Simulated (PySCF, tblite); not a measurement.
# Si₃H₅O₄+, a small gas-phase stand-in for a defect centre (silica 3-ring, OH): NMR shifts, core binding energies and electronic excitations, part 2 of 2

tblite 0.8.0 and PySCF 2.14.0. Atoms count from 0, parts from 1. The steps go on from the part before.

### 5 Core-electron binding energies: SCAN, X2C

Job settings and geometry (Å):

```
{"job": {"kind": "xps", "holes": 5}, "charge": 1, "multiplicity": 1}
O     -1.217572    -0.419879    -0.848646
Si    -0.954133    -1.661403     0.345709
O      0.364439    -1.078635     1.160313
Si     1.424621     0.189857     1.194303
O      0.837973     1.193223    -0.111218
Si    -0.396309     0.913176    -1.065441
O     -0.850072     1.890984    -2.218831
H     -0.637345    -2.889744    -0.404101
H     -2.158635    -1.675104     1.194629
H      2.787520    -0.219559     0.809094
H      1.280520     0.994523     2.420582
H     -0.442915     2.734913    -2.459504
```

With the program's defaults for keys left out, this is: delta-SCF UKS SCAN, pcX-2 on the ionised atom, pcseg-1 elsewhere, spin-free X2C.

Output:

```text
ground state, core basis on atom 0 (O), 166 functions
  cycle   1  E = -1173.75445224  |g| = 1.35e+00
  cycle   2  E = -1172.97112853  |g| = 2.42e+00
  cycle   3  E = -1174.07602953  |g| = 1.98e-01
  cycle   4  E = -1174.08051029  |g| = 1.51e-01
  cycle   5  E = -1174.08462809  |g| = 2.74e-02
  cycle   6  E = -1174.08476900  |g| = 1.23e-02
  cycle   7  E = -1174.08478927  |g| = 7.17e-03
  cycle   8  E = -1174.08479969  |g| = 6.54e-04
  cycle   9  E = -1174.08479937  |g| = 1.51e-04
  E(ground) = -1174.19121952 Eh
hole in O 1s of atom 0
  cycle   1  E = -1153.25835528  |g| = 2.23e+00
  cycle   2  E = -1151.41869243  |g| = 2.52e+00
  cycle   3  E = -1153.80730717  |g| = 7.30e-01
  cycle   4  E = -1154.02474303  |g| = 4.09e-01
  cycle   5  E = -1154.07330568  |g| = 2.06e-01
  cycle   6  E = -1154.08949760  |g| = 3.81e-02
  cycle   7  E = -1154.08980548  |g| = 2.74e-02
  cycle   8  E = -1154.09009140  |g| = 5.55e-03
  cycle   9  E = -1154.09009826  |g| = 3.82e-03
  cycle  10  E = -1154.09010385  |g| = 8.48e-04
  cycle  11  E = -1154.09010403  |g| = 1.85e-04
  E(ion) = -1154.19735238 Eh   <S^2> = 0.7624   hole on atom = 1.000   binding energy = 544.061 eV
ground state, core basis on atom 1 (Si), 177 functions
  cycle   1  E = -1174.15034868  |g| = 3.20e-01
  cycle   2  E = -1174.14079878  |g| = 2.66e-01
  cycle   3  E = -1174.14606338  |g| = 2.01e-01
  cycle   4  E = -1174.15367144  |g| = 3.39e-02
  cycle   5  E = -1174.15386447  |g| = 1.05e-02
  cycle   6  E = -1174.15388717  |g| = 1.95e-03
  cycle   7  E = -1174.15388706  |g| = 1.09e-03
  cycle   8  E = -1174.15388939  |g| = 2.36e-04
  E(ground) = -1174.22207218 Eh
hole in Si 2p of atom 1
  cycle   1  E = -1169.66146511  |g| = 1.23e+00
  cycle   2  E = -1169.05698678  |g| = 1.29e+00
  cycle   3  E = -1169.84923426  |g| = 4.46e-01
  cycle   4  E = -1169.95671382  |g| = 1.88e-01
  cycle   5  E = -1169.96756271  |g| = 1.03e-01
  cycle   6  E = -1169.97155946  |g| = 2.66e-02
  cycle   7  E = -1169.97179655  |g| = 1.39e-02
  cycle   8  E = -1169.97187033  |g| = 3.22e-03
  cycle   9  E = -1169.97187541  |g| = 2.47e-03
  cycle  10  E = -1169.97187852  |g| = 7.41e-04
  cycle  11  E = -1169.97187797  |g| = 2.00e-04
  E(ion) = -1170.05058746 Eh   <S^2> = 0.7512   hole on atom = 1.003   binding energy = 113.512 eV
  2p3/2 = 113.222 eV   2p1/2 = 113.854 eV
ground state, core basis on atom 4 (O), 166 functions
  cycle   1  E = -1174.08385102  |g| = 1.15e-01
  cycle   2  E = -1174.08068967  |g| = 1.52e-01
  cycle   3  E = -1174.08429186  |g| = 5.57e-02
  cycle   4  E = -1174.08482763  |g| = 1.17e-02
  cycle   5  E = -1174.08485133  |g| = 4.14e-03
  cycle   6  E = -1174.08485554  |g| = 6.61e-04
  cycle   7  E = -1174.08485597  |g| = 2.93e-04
  E(ground) = -1174.19048907 Eh
hole in O 1s of atom 4
  cycle   1  E = -1153.25553162  |g| = 2.23e+00
  cycle   2  E = -1151.40360326  |g| = 2.53e+00
  cycle   3  E = -1153.80984804  |g| = 7.25e-01
  cycle   4  E = -1154.01998164  |g| = 4.20e-01
  cycle   5  E = -1154.07331185  |g| = 2.01e-01
  cycle   6  E = -1154.08849837  |g| = 4.32e-02
  cycle   7  E = -1154.08884660  |g| = 3.22e-02
  cycle   8  E = -1154.08925059  |g| = 4.43e-03
  cycle   9  E = -1154.08925987  |g| = 1.35e-03
  cycle  10  E = -1154.08926022  |g| = 1.21e-03
  cycle  11  E = -1154.08926018  |g| = 2.23e-04
  E(ion) = -1154.19646287 Eh   <S^2> = 0.7628   hole on atom = 1.000   binding energy = 544.065 eV
ground state, core basis on atom 5 (Si), 177 functions
  cycle   1  E = -1174.16953477  |g| = 3.17e-01
  cycle   2  E = -1174.16116480  |g| = 2.53e-01
  cycle   3  E = -1174.16526049  |g| = 1.99e-01
  cycle   4  E = -1174.17258989  |g| = 3.72e-02
  cycle   5  E = -1174.17282899  |g| = 9.58e-03
  cycle   6  E = -1174.17284803  |g| = 1.37e-03
  cycle   7  E = -1174.17284680  |g| = 8.55e-04
  cycle   8  E = -1174.17284695  |g| = 3.58e-04
  E(ground) = -1174.24159107 Eh
hole in Si 2p of atom 5
  cycle   1  E = -1169.60178380  |g| = 1.24e+00
  cycle   2  E = -1166.29506123  |g| = 2.10e+00
  cycle   3  E = -1169.51083407  |g| = 8.31e-01
  cycle   4  E = -1169.85562065  |g| = 2.95e-01
  cycle   5  E = -1169.88887981  |g| = 2.43e-01
  cycle   6  E = -1169.91087639  |g| = 3.94e-02
  cycle   7  E = -1169.91202776  |g| = 2.39e-02
  cycle   8  E = -1169.91222799  |g| = 8.85e-03
  cycle   9  E = -1169.91225653  |g| = 4.50e-03
  cycle  10  E = -1169.91226457  |g| = 1.14e-03
  cycle  11  E = -1169.91226522  |g| = 6.81e-04
  cycle  12  E = -1169.91226437  |g| = 2.29e-04
  E(ion) = -1169.99214412 Eh   <S^2> = 0.7553   hole on atom = 1.003   binding energy = 115.633 eV
  2p3/2 = 115.310 eV   2p1/2 = 115.949 eV
ground state, core basis on atom 6 (O), 166 functions
  cycle   1  E = -1174.08250047  |g| = 1.12e-01
  cycle   2  E = -1174.08042589  |g| = 1.25e-01
  cycle   3  E = -1174.08270479  |g| = 5.68e-02
  cycle   4  E = -1174.08327974  |g| = 8.91e-03
  cycle   5  E = -1174.08329889  |g| = 3.07e-03
  cycle   6  E = -1174.08329994  |g| = 5.75e-04
  cycle   7  E = -1174.08330080  |g| = 2.93e-04
  E(ground) = -1174.18959824 Eh
hole in O 1s of atom 6
  cycle   1  E = -1153.23522507  |g| = 2.22e+00
  cycle   2  E = -1150.11392014  |g| = 2.76e+00
  cycle   3  E = -1153.61366482  |g| = 8.97e-01
  cycle   4  E = -1153.90374716  |g| = 5.99e-01
  cycle   5  E = -1154.01799846  |g| = 2.55e-01
  cycle   6  E = -1154.03947881  |g| = 1.11e-01
  cycle   7  E = -1154.04390966  |g| = 3.61e-02
  cycle   8  E = -1154.04439451  |g| = 7.36e-03
  cycle   9  E = -1154.04439935  |g| = 7.12e-03
  cycle  10  E = -1154.04441947  |g| = 1.25e-03
  cycle  11  E = -1154.04441968  |g| = 2.92e-04
  E(ion) = -1154.15201429 Eh   <S^2> = 0.7611   hole on atom = 1.000   binding energy = 545.250 eV
```

It took 50 s on 1 thread of Intel Xeon Platinum 8259CL at 2.50GHz, shared host; peak memory 0.66 GiB.

The holes in one table. −ε is the ground-state orbital energy:

```tsv
hole	stands for	environment	ΔSCF (eV; 2p as the shell's mean)	−ε (eV)	⟨S²⟩
O1s on O0	O0	oxygen bonded to 2 Si	544.06	522.7	0.762
Si2p on Si1	Si1	silicon bonded to 2 O, 2 H	113.43	102.3	0.751
O1s on O4	O4	oxygen bonded to 2 Si	544.07	522.8	0.763
Si2p on Si5	Si5	silicon bonded to 3 O	115.52	104.4	0.755
O1s on O6	O6	oxygen bonded to Si, H	545.25	523.3	0.761
```

With the spin-orbit splitting: Si1 2p3/2 113.22, 2p1/2 113.85 eV; Si5 2p3/2 115.31, 2p1/2 115.95 eV. The table gives each 2p level as the mean over the whole 2p shell (two parts 2p3/2, one part 2p1/2), which differs a little from the single hole in the log.

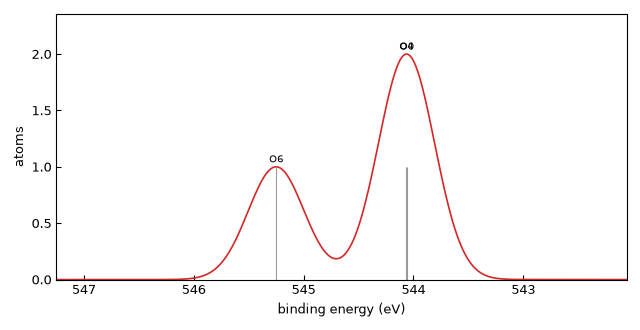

The O1s photoelectron lines, weighted by the number of atoms. Only 3 of the 4 O atoms are covered by sound results. Lines are broadened to a width of 0.60 eV (Gaussian).

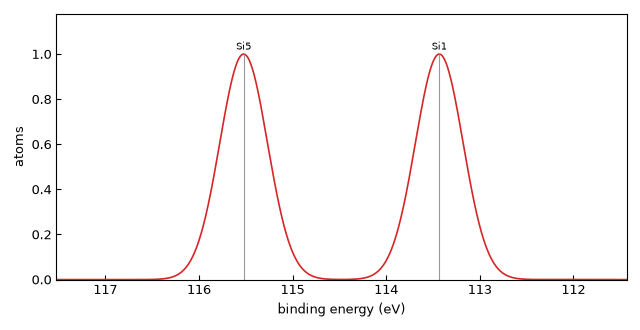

The Si2p photoelectron lines, weighted by the number of atoms. Only 2 of the 3 Si atoms are covered by sound results. Lines are broadened to a width of 0.60 eV (Gaussian).

### 6 TDDFT and polarisability: CAM-B3LYP/def2-SVPD

The job, as its differences from that of step 5:

```diff
@@ -1,2 +1,2 @@
-{"job": {"kind": "xps", "holes": 5}, "charge": 1, "multiplicity": 1}
+{"job": {"kind": "uv", "xc": "CAM-B3LYP", "basis": "def2-SVPD", "nstates": 6, "ntriplets": 2, "ip": true}, "charge": 1, "multiplicity": 1}
 O     -1.217572    -0.419879    -0.848646
```

Level: TDDFT CAM-B3LYP/def2-SVPD, vertical, gas phase, core orbitals frozen in the response.

Output:

```text
coarse grid: 12320 points
cycle   1  E = -1171.3872957991  dE =  1.364e+00  |g| = 1.222e+00  |ddm| = 6.953e+00
cycle   2  E = -1171.2364222391  dE =  1.509e-01  |g| = 1.554e+00  |ddm| = 5.950e+00
cycle   3  E = -1171.6721913832  dE = -4.358e-01  |g| = 7.448e-02  |ddm| = 2.687e+00
cycle   4  E = -1171.6732626237  dE = -1.071e-03  |g| = 3.243e-02  |ddm| = 3.179e-01
cycle   5  E = -1171.6734298859  dE = -1.673e-04  |g| = 1.634e-02  |ddm| = 9.492e-02
cycle   6  E = -1171.6734785423  dE = -4.866e-05  |g| = 1.573e-03  |ddm| = 3.586e-02
cycle   7  E = -1171.6734791085  dE = -5.662e-07  |g| = 1.114e-03  |ddm| = 5.017e-03
final grid: 107472 points
cycle   8  E = -1171.8521014147  dE = -1.455e-05  |g| = 2.758e-03  |ddm| = 5.892e-02
cycle   9  E = -1171.8521003466  dE =  1.068e-06  |g| = 3.779e-03  |ddm| = 9.918e-03
cycle  10  E = -1171.8521028769  dE = -2.530e-06  |g| = 1.910e-04  |ddm| = 5.026e-03
cycle  11  E = -1171.8521028799  dE = -3.013e-09  |g| = 1.790e-04  |ddm| = 7.698e-04
cycle  12  E = -1171.8521028859  dE = -5.918e-09  |g| = 2.574e-05  |ddm| = 2.382e-04
cycle  13  E = -1171.8521028860  dE = -1.492e-10  |g| = 7.808e-06  |ddm| = 6.437e-05
converged SCF energy = -1171.8521028860

Static polarisability (au): isotropic 70.249, principal 60.164 74.555 76.028

Singlet excitations
state   eV       nm        f      main configurations
  1   6.5791    188.5   0.00054   H->L 0.95
  2   7.0067    177.0   0.00000   H-1->L 0.85, H-6->L 0.10
  3   7.6110    162.9   0.00184   H-2->L 0.54, H->L+1 0.43
  4   7.6974    161.1   0.05904   H->L+1 0.54, H-2->L 0.40
  5   7.7629    159.7   0.01118   H-3->L 0.71, H-5->L 0.15
  6   7.9023    156.9   0.00010   H-4->L 0.76, H-7->L 0.16

Triplet excitations (Tamm-Dancoff, eV): 6.4359 6.7393
Vertical ionisation energy (delta-SCF) = 15.5839 eV
Vertical electron affinity (delta-SCF) = 4.7058 eV
```

Wall time 2.7 min (1 thread of Intel Xeon Platinum 8259CL at 2.50GHz, shared host); peak memory 1.1 GiB.

The orbitals next to the gap, with their largest atomic shares:

```tsv
orbital	eV	atoms
HOMO−3	-16.93	O0 30 %, O4 29 %, O2 12 %
HOMO−2	-16.19	O2 65 %, O0 12 %, O4 11 %
HOMO−1	-15.52	Si3 17 %, Si1 16 %, O0 11 %
HOMO	-14.69	O2 30 %, Si1 15 %, Si3 14 %
LUMO	-5.41	Si5 45 %, O6 13 %, O4 13 %
LUMO+1	-4.38	Si5 39 %, O4 20 %, O0 19 %
LUMO+2	-3.11	Si3 24 %, Si1 22 %, O2 13 %
```

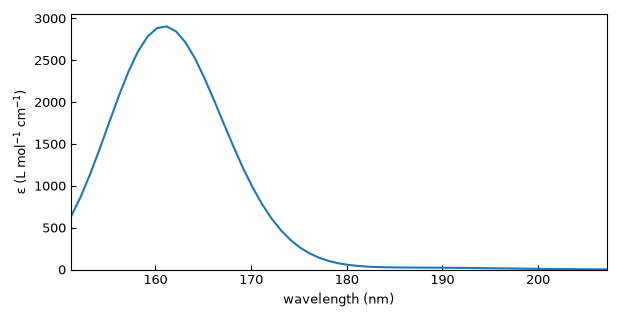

Absorption spectrum: each of the 6 states is a Gaussian band of 0.4 eV half-width at 1/e. Beyond the last state computed it falls off for lack of states.

Further results of this job:

```tsv
property	computed
polarisability (Å³)	10.41
HOMO–LUMO gap (eV)	9.28
−ε(HOMO) (eV)	14.69
```

### 7 Results

The summary covers parts 1 to 2.

| quantity | value |
| --- | --- |
| point group | Cs |
| rotational constants (main isotopes) | 2.26, 1.43, 0.90 GHz |
| ¹H shifts against TMS (PBE0/pcSseg-1, means over atoms taken as alike) | 5.56, 5.54, 5.47 ppm |
| ¹⁷O shifts against H2O (PBE0/pcSseg-1) | 123.0, 111.9, 90.5, 61.6 ppm |
| ²⁹Si shifts against TMS (PBE0/pcSseg-1) | -8.4, -8.9, -42.0 ppm |
| O1s binding energies, SCAN/pcX-2 (standing for 3 of 4 atoms) | O6 545.25, O4 544.07, O0 544.06 eV |
| Si2p binding energies, SCAN/pcX-2 (standing for 2 of 3 atoms) | Si5 115.52, Si1 113.43 eV |
| lowest singlet (CAM-B3LYP/def2-SVPD) | 6.58 eV (188 nm), f = 0.001 |
| brightest single state of those computed | state 4, 7.70 eV, f = 0.059 |
| lowest triplet | 6.44 eV |
| vertical ionisation energy (ΔSCF) | 15.58 eV |
| vertical electron affinity (ΔSCF) | 4.71 eV |

**Reading.** The start of the PBE0/def2-SVP relaxation was shaken at random by about 0.01 Å, so part of the energy gained, and of the first lengths quoted, undoes that. Relaxing lowered the energy by 0.301 eV in 4 steps; the close pair that moved most is Si3–H9, from 1.411 to 1.474 Å (PBE0/def2-SVP). No frequency check was run at this level, so the end point may be a saddle. At PBE0/pcSseg-1: The largest span, 182 ppm, is at O2, where the paramagnetic term is -159 ppm. At SCAN/pcX-2: O6 (oxygen bonded to Si, H) binds its O1s electron 1.19 eV more tightly than O0 (oxygen bonded to 2 Si). Only 3 of the 4 O atoms are covered by sound results. At SCAN/pcX-2: Si5 (silicon bonded to 3 O) binds its Si2p electron 2.09 eV more tightly than Si1 (silicon bonded to 2 O, 2 H). Only 2 of the 3 Si atoms are covered by sound results. The first singlet state (HOMO→LUMO 0.95) lies at 6.58 eV and is dark; of the 6 states computed, the strongest absorption comes from state 4 at 7.70 eV. The lowest triplet lies 0.14 eV below the lowest singlet (triplets in Tamm-Dancoff, singlets in full TDDFT). ΔSCF puts the ionisation energy at 15.58 eV, 0.89 eV above −ε(HOMO). A capped cluster stands for the solid here, so long-range fields and strain are missing, and bands or shifts of the capping hydrogens have no counterpart in it.
